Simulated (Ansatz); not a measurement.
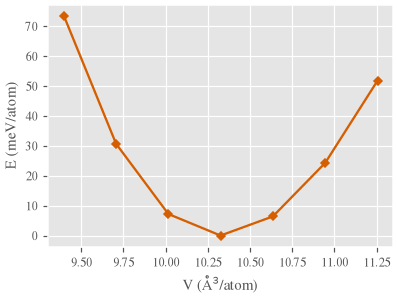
Ni (fcc (Cu type), Fm-3m) under volume change, the program Ansatz at the PBEsol level (PAW), scaled uniformly.

What does a third-order Birch–Murnaghan fit give for V₀, B₀ and B′?

V₀ = 10.33 Å³/atom, B₀ = 235 GPa, B′ = 4.8.

The PBEsol relaxation kept the symmetry of its start. The workflow began spin-polarised and lost its moments. Textbook magnetic order: ferromagnetic.

Potentials: the later of the program's two PAW sets.
